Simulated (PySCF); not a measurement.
```
atom    x (Å)    y (Å)    z (Å)
  La   0.0000   0.0000   0.0000
   O   2.4013   0.0000   0.0000
   H   3.0168   0.7621   0.1095
   H   3.0169  -0.7621  -0.1095
   O  -1.2007   2.0796   0.0000
   H  -2.1684   2.2316   0.1095
   H  -0.8485   2.9937  -0.1095
   O  -1.2006  -2.0796   0.0000
   H  -0.8484  -2.9937   0.1095
   H  -2.1684  -2.2316  -0.1095
```

Core potentials replace the inner electrons of La.

Computed with PySCF, RKS PBE0, La lcecp-1-SVP with ECP46, O def2-SVP, H def2-SVP; non-relativistic Hamiltonian with scalar-relativistic core potentials where named; density fitting.

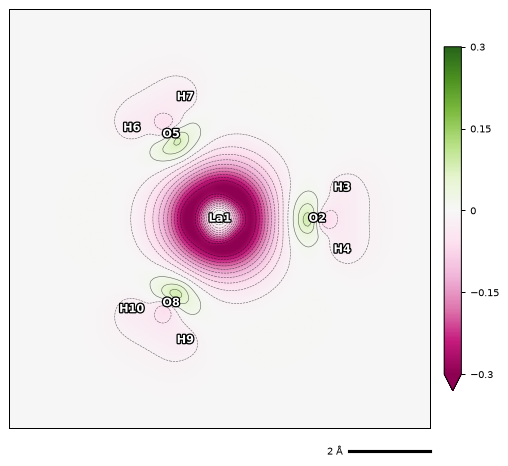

H6LaO3 (charge +3). The LUMO on the molecular plane (values in Å⁻³ᐟ²; the overall sign is arbitrary).

Question: Describe this orbital and give its energy.

Answer: Its weight (Hirshfeld) is mainly on La1 (about 95 %). Its energy is −16.39 eV.
